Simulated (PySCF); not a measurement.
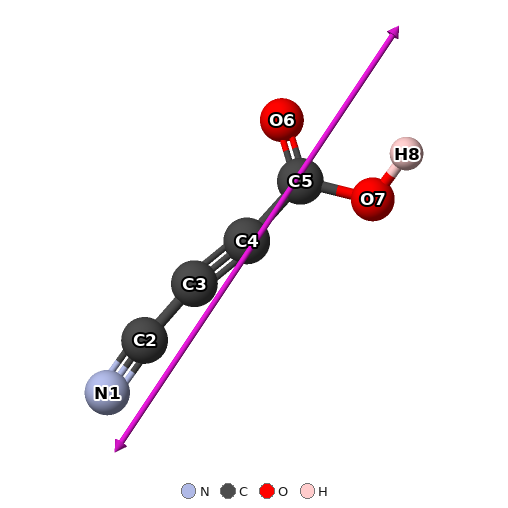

The double arrow shows the direction of the transition dipole to excited singlet state 2 (its length means nothing). Geometry: a frame of a GFN2-xTB molecular-dynamics simulation, not a minimum. Properties computed with TDDFT PBE0/def2-SVPD, vertical, gas phase, core orbitals frozen in the response (PySCF 2.14.0).

How is the transition polarised?

Nearly parallel to the C4–C5 bond.

Give its energy, strength and character.

4.88 eV (254 nm), oscillator strength 0.026, mainly HOMO−1 → LUMO (weight 0.59); transition dipole 1.18 D.
